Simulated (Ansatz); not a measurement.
**Breaking a bond in SiPH5 (SMILES [SiH3]P)**

The species is SiPH5 (7 atoms), meant as a singlet with charge 0. SMILES: `[SiH3]P`. The shape is that of a GFN2-xTB optimisation.

```xyz
7

Si   -0.6408   -0.3615   -0.3959
P     1.0613   -0.0091    1.0077
H    -1.8255   -0.6029    0.4263
H    -0.2989   -1.5443   -1.1846
H    -0.8905    0.7689   -1.2937
H     0.6647    1.2602    1.3871
H     1.9298    0.4888    0.0531
```

The Si1–H4 distance is scanned; the parts on either side stay rigid. Basis STO-3G, 10 core orbitals frozen in the correlated methods; program Ansatz 0.2.0. FCI is exact within this basis and core. Energies in eV from each method's value at 1.462 Å; methods without a U are spin-restricted. The shape above is that at 1.462 Å.

```tsv
distance (Å)	B3LYP	wB97M-V	MP2	CCSDT	CCSDT(Q)	FCI
1.462	0.00	0.00	0.00	0.00	0.00	0.00
1.828	1.18	1.27	1.31	1.14	1.14	1.14
2.193	3.06	3.26	3.35	2.85	2.85	2.85
2.924	6.03	6.59	6.16	4.70	4.70	4.70
3.655	7.47	8.43	6.47	5.01	5.01	5.00
```

Departure from the FCI curve at its largest: B3LYP +2.46 eV at 3.65 Å; wB97M-V +3.42 eV at 3.65 Å; MP2 +1.47 eV at 3.65 Å; CCSDT within 0.005 eV; CCSDT(Q) +0.01 eV at 3.65 Å. Restricted functionals keep the electrons paired too, and rise too high.

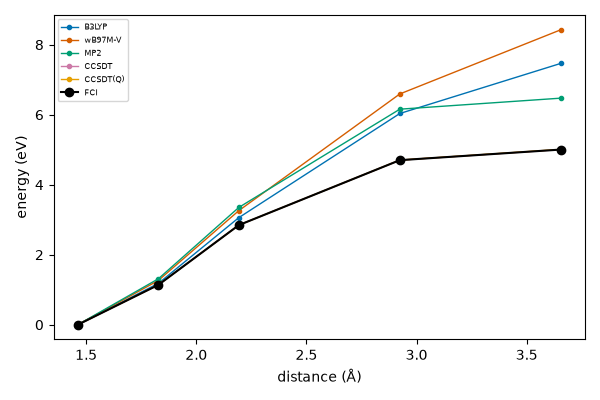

The curves of the table.
